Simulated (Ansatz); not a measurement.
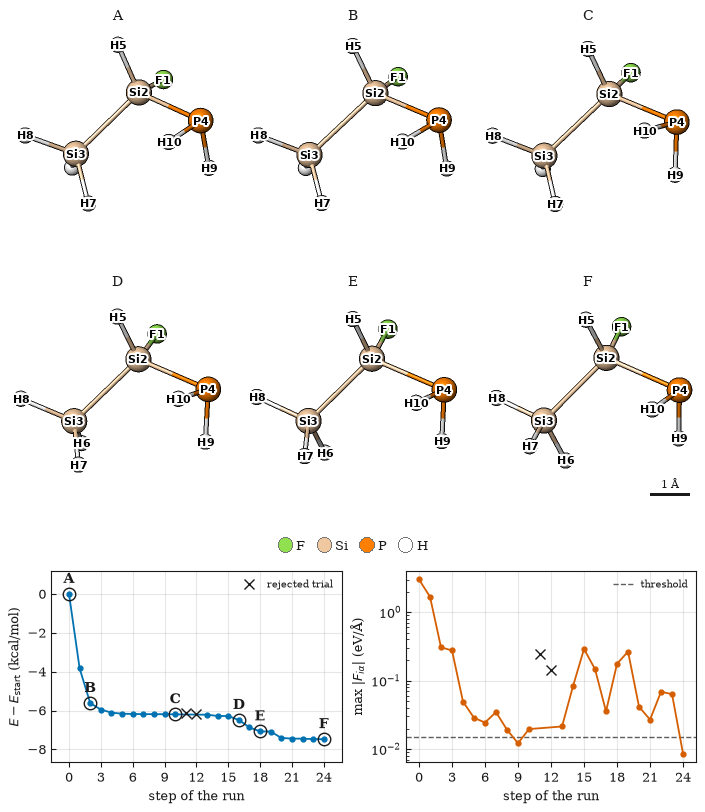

Frames of a relaxation of Si₂PH₆F, marked on the history of the run. The picture is a ball-and-stick view, seen at a tilt.

The run prepares an end point of a later path (torsion) calculation, from a guessed geometry.

These are results of RKS PBE0-D4/6-31G* (Ansatz), not measurements. Set-up: no spin polarisation; force threshold 0.015 eV/Å; at most 40 steps.

> Describe the path.

The largest move after the best rigid fit is that of H7, 1.10 Å. By element the largest moves are H 1.10 Å, F 0.60 Å, P 0.42 Å, Si 0.16 Å. Among the contacts that change: F1–Si2 1.545 → 1.621 Å, P4–H10 1.361 → 1.424 Å, Si2–Si3 2.289 → 2.337 Å, Si3–H8 1.442 → 1.490 Å. Among the angles between lasting bonds that change: Si2–Si3–H7 112.8° → 107.4°, Si2–P4–H10 97.4° → 92.3°, H6–Si3–H7 104.8° → 108.4°. Groups turn about Si2–Si3 by about 65°. After 22 accepted moves (24 points after the start) the energy has fallen by 7.48 kcal/mol. The largest force component goes from 3 to 0.0086 eV/Å. The line search rejected the trial steps at points 11, 12 of the run. The forces were under the threshold at step 9, but the run went on from there. Cost: 110 s on 1 thread of Arm Neoverse V2, on a shared host, peak memory 0.17 GiB. From step 0 to 2: H9 moves most (0.11 Å), energy −5.62 kcal/mol. From step 2 to 10: H10 moves most (0.34 Å), energy −0.58 kcal/mol. From step 10 to 16: H atoms move most (0.32 Å), energy −0.29 kcal/mol. From step 16 to 18: H atoms move most (0.38 Å), energy −0.59 kcal/mol. From step 18 to 24: H atoms move most (0.37 Å), energy −0.40 kcal/mol.
